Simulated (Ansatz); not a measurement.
```
CELL_PARAMETERS angstrom
4.04739 0.00000 0.00000
-2.02370 3.50515 0.00000
0.00000 0.00000 6.19315
ATOMIC_POSITIONS crystal
Be 0.50000 0.00000 0.00000
Be 0.00000 0.50000 0.00000
Be 0.50000 0.50000 0.00000
F 0.00000 0.00000 0.18592
F 0.00000 0.00000 0.81408
```

Space group P6/mmm; a structure generated by program, which may or may not match a known phase.

Method: DFT PBE, scalar-relativistic, plane waves, PAW in Ansatz.

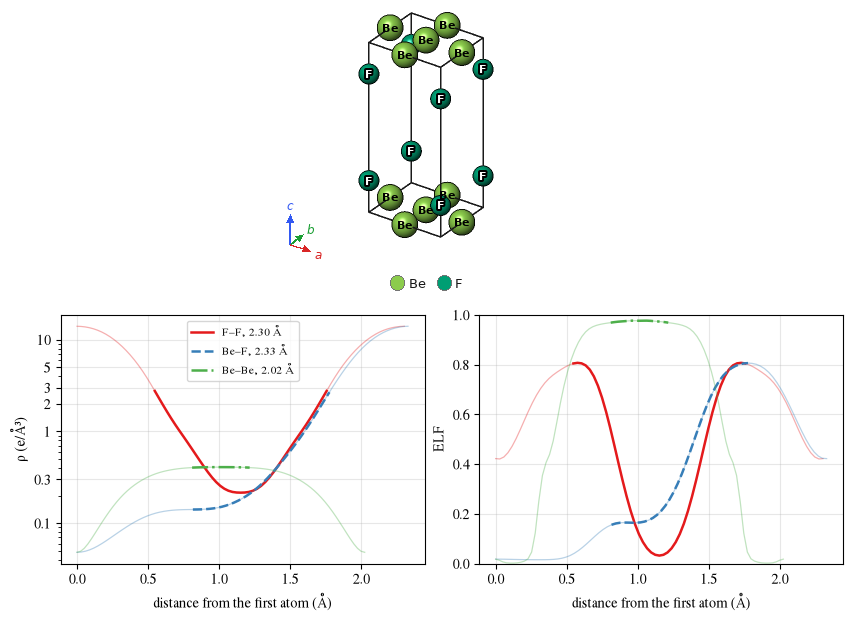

Be3F2. Valence pseudo-density and ELF along straight lines between neighbouring atoms. Thin, pale parts lie inside the atomic spheres. The structure is drawn too.

The density is the valence pseudo-density of a PAW calculation; it isn't the true density close to the nuclei.

Compare the contacts.

F–F (2.30 Å): ρ is about 0.22 e/Å³ halfway; the ELF is about 0.05 at the midpoint: no localised pair shows between them.
Be–F (2.33 Å): ρ is about 0.19 e/Å³ halfway; the ELF is about 0.20 at the midpoint; no localised pair shows between them.
Be–Be (2.02 Å): ρ at the midpoint is about 0.41 e/Å³; the ELF peaks at about 1 between the atoms, as expected for a shared electron pair.
